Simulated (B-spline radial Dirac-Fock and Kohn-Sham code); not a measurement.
# An X-ray data sheet for Tb⁴⁴⁺, step by step

Aim: for the Tb⁴⁴⁺ ion, compute its X-ray form factor and Compton profile and the binding energy of each subshell.

Program: B-spline radial Dirac-Fock and Kohn-Sham code, version 2. Model: a free atom or ion on a radial basis; each step names its model. All values are calculated, but those marked as tabulated.

### Step 1. The atom as given

Terbium as Tb⁴⁴⁺, configuration [Ar] 3d3.

| Item | Value |
| --- | --- |
| nuclear charge | 65 |
| electrons | 21 |
| mass number | 159 |
| nuclear rms radius | 5.06 fm |

### Step 2. Form factor and Compton profile

Model: Dirac-Fock average of configuration, finite nucleus; form factor of the spherical density, Waller-Hartree incoherent function, impulse-approximation Compton profiles.

Recorded inputs:

```ini
task = scatter
Z = 65
charge = 44
configuration = 1s2 2s2 2p6 3s2 3p6 3d3
mass_number = 159
rms_radius = 5.06  # fm
s = [0.0, 0.05, 0.06, 0.07, 0.09, 0.12, 0.14, 0.18, 0.22, 0.28, 0.35, 0.44, 0.54, 0.68, 0.85, 1.06, 1.32, 1.65, 2.05, 2.56, 3.2, 3.99, 4.98]  # 1/A
pz = [0, 0.1, 0.2, 0.3, 0.4, 0.5, 0.6, 0.8, 1.0, 1.2, 1.4, 1.6, 1.8, 2.0, 2.5, 3.0, 4.0, 5.0, 7.0, 10.0, 15.0, 20.0, 30.0, 40.0, 60.0, 100.0]  # a.u.
photon_energy = [1000, 8047.8, 10000, 20000, 30000, 50000, 100000, 500000]  # eV
```

Results of the run (chosen fields of its result record, rounded):

```text
{
  "status": "converged",
  "form_factor [e]": [21.0, 20.988, 20.983, 20.976, 20.961, 20.931, 20.906, 20.844, 20.768, 20.626, 20.42, 20.094, 19.657, 18.93, 17.899, 16.474, 14.612, 12.328, 9.9699, 7.8186, 6.2431, 5.1677, 4.1564],
  "incoherent": [1.3065e-11, 0.011865, 0.017081, 0.023242, 0.038391, 0.068148, 0.092641, 0.15267, 0.2272, 0.36541, 0.56505, 0.8783, 1.2934, 1.9737, 2.915, 4.1759, 5.7637, 7.6522, 9.6082, 11.556, 13.338, 14.931, 16.413],
  "compton_total [1/a.u.]": [0.8353, 0.83523, 0.83501, 0.83466, 0.83417, 0.83354, 0.83276, 0.83079, 0.82826, 0.82517, 0.82152, 0.81733, 0.81258, 0.80729, 0.79174, 0.77299, 0.72683, 0.67135, 0.54676, 0.37652, 0.21068, 0.13164, 0.05616, 0.026506, 0.0080682, 0.0013963],
  "shells": ["1s1/2", "2s1/2", "2p1/2", "2p3/2", "3s1/2", "3p1/2", "3p3/2", "3d3/2", "3d5/2"],
  "occupation": [2.0, 2.0, 2.0, 4.0, 2.0, 2.0, 4.0, 1.2, 1.8],
  "mean_momentum [a.u.]": [64.009, 23.069, 30.525, 27.949, 12.512, 14.828, 14.108, 16.864, 16.594],
  "r2 [bohr^2]": 0.6561,
  "r_inverse [1/bohr]": 348.49,
  "r1 [bohr]": 3.0684,
  "coherent [b]": [292.93, 267.14, 254.56, 180.39, 122.37, 66.059, 24.18, 1.4063],
  "incoherent_cross_section [b]": [0.010208, 0.59545, 0.87867, 2.5907, 4.0897, 5.8999, 7.3853, 5.7855],
  "radial_jk": {
    "3d": {"j0": [1.0, 0.99917, 0.99881, 0.99838, 0.99733, 0.99526, 0.99355, 0.98936, 0.98415, 0.97445, 0.96037, 0.93809, 0.90823, 0.85843, 0.78777, 0.68988, 0.56166, 0.40384, 0.24089, 0.095382, 0.0021418, -0.030166, -0.024838], "j2": [0.0, 0.00032997, 0.00047503, 0.00064637, 0.0010677, 0.0018953, 0.0025765, 0.0042462, 0.0063191, 0.010163, 0.015716, 0.024425, 0.035952, 0.054781, 0.080593, 0.11436, 0.15439, 0.19495, 0.22124, 0.21823, 0.17715, 0.11291, 0.053328], "j4": [0.0, 4.3476e-08, 9.013e-08, 1.6693e-07, 4.5581e-07, 1.4385e-06, 2.6619e-06, 7.2528e-06, 1.6126e-05, 4.2025e-05, 0.00010158, 0.00024967, 0.00055402, 0.0013408, 0.0030897, 0.0068441, 0.014413, 0.028707, 0.051022, 0.08036, 0.10595, 0.11199, 0.092393], "r2": 0.044798, "r4": 0.0033636, "r6": 0.00038118}
  }
}
```

Form factor and incoherent function, every second point:

```
s (1/Å)  f (e)  f / N     S(s)
      0  21.00  1.000        0
 0.0600  20.98  0.999  0.01708
 0.0900  20.96  0.998  0.03839
  0.140  20.91  0.996  0.09264
  0.220  20.77  0.989   0.2272
  0.350  20.42  0.972   0.5650
  0.540  19.66  0.936    1.293
  0.850  17.90  0.852    2.915
   1.32  14.61  0.696    5.764
   2.05  9.970  0.475    9.608
   3.20  6.243  0.297    13.34
   4.98  4.156  0.198    16.41
```

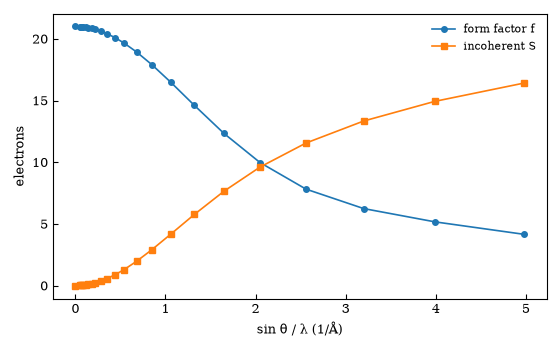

Form factor and incoherent scattering function.

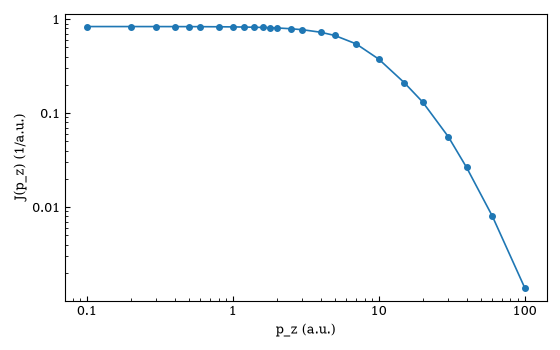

Compton profile, summed over all shells.

### Step 3. Core and valence levels

Model: Dirac-Fock average of configuration, Delta-SCF, finite nucleus, first-order Breit with its frequency dependence, self-energy and vacuum polarisation.

Recorded inputs:

```ini
task = binding
```

Results of the run (chosen fields of its result record, rounded):

```text
{
  "status": "converged",
  "shells": ["K", "L1", "L2", "L3", "M1", "M2", "M3", "M4,5"],
  "total_energy_parts [Ha]": [-10094.7821, 11.1125217, -1.10901313, -0.168732183, 8.57388142, -1.36140539],
  "koopmans [eV]": [54892.0, 11300.7, 10862.2, 10103.4, 4186.89, 4004.09, 3821.78, 3554.17],
  "dirac_coulomb [eV]": [54853.8, 11289.9, 10848.6, 10091.3, 4185.41, 4002.3, 3820.22, 3552.0],
  "gaunt [eV]": [-165.655, -17.6906, -29.3221, -20.566, -3.94327, -6.64402, -4.64341, -2.32683],
  "retardation [eV]": [12.5183, 1.34749, 3.01878, 3.03474, 0.384397, 0.807179, 0.818417, 0.438905],
  "breit_frequency [eV]": [2.12202, -0.165039, -0.023748, 0.902763, -0.0491193, -0.0440632, 0.20815, -0.00702822],
  "self_energy [eV]": [-92.9502, -12.8192, 0.281365, -0.780796, -3.23702, -0.0171868, -0.247709, 0.134437],
  "vacuum_polarisation [eV]": [15.4179, 1.97678, 0.0294476, -0.079477, 0.481243, 0.0106402, -0.0200363, -0.0210117],
  "binding [eV]": [54625.3, 11262.5, 10822.6, 10073.8, 4179.05, 3996.41, 3816.34, 3550.22],
  "mean_radius [bohr]": [0.0215013, 0.0901674, 0.0753157, 0.0820383, 0.225088, 0.21385, 0.224548, 0.198051]
}
```

total_energy_parts: Dirac-Coulomb, Gaunt, retardation, frequency dependence, self-energy, vacuum polarisation. 

The binding energies by parts, in eV; the parts add up.

```
level       -ε  relaxation    Breit     QED  binding
   1s  54892.0      -38.12  -151.01  -77.53  54625.3
   2s  11300.7      -10.83   -16.51  -10.84  11262.5
2p1/2  10862.2      -13.62   -26.33    0.31  10822.6
2p3/2  10103.4      -12.13   -16.63   -0.86  10073.8
   3s   4186.9       -1.48    -3.61   -2.76   4179.0
3p1/2   4004.1       -1.80    -5.88   -0.01   3996.4
3p3/2   3821.8       -1.56    -3.62   -0.27   3816.3
   3d   3554.2       -2.17    -1.89    0.11   3550.2
```

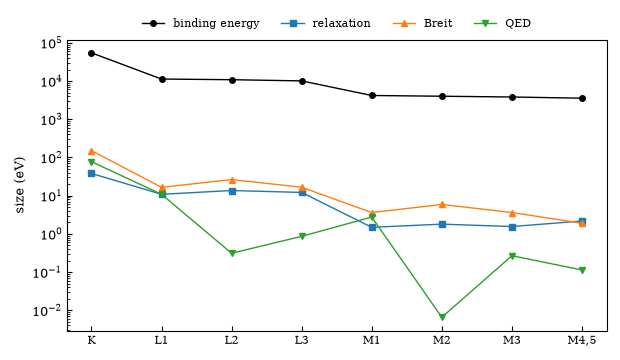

Binding energies and the sizes of their corrections, level by level (signs dropped).

Line energies follow by subtraction:

```
       line  energy (eV)
 Kβ1 (K-M3)      50809.0
 Kβ3 (K-M2)      50628.9
 Kα1 (K-L3)      44551.5
 Kα2 (K-L2)      43802.7
Lβ3 (L1-M3)       7446.2
Lβ4 (L1-M2)       7266.1
 Lη (L2-M1)       6643.5
 Lℓ (L3-M1)       5894.7
```

### Step 4. What came out

| quantity | value |
| --- | --- |
| rms radius of the electron cloud | 0.177 bohr |
| form factor halves at | 2.0 1/Å |
| Compton profile at zero | 0.8353 1/a.u. |
| deepest level listed, K (1s) | 54625.3 eV |
| least bound, M4,5 (3d) | 3550.2 eV |
| Kα1 | 44551.5 eV |
| ionisation energy, NIST (theoretical) | 3573.00 eV |

The form factor starts at the 21 electrons and halves by s = 2.0 1/Å. Incoherent scattering outweighs coherent from 500 keV on, among the energies asked. The K (1s) level lies 38.1 eV under Koopmans' value by relaxation alone; Breit gives -151.01 and QED -77.53 eV. NIST's ionisation energy differs by +22.78 eV from the least binding energy; the calculation averages open shells over their j components and terms. The Hartree-Fock and Dirac-Fock values hold no electron correlation.
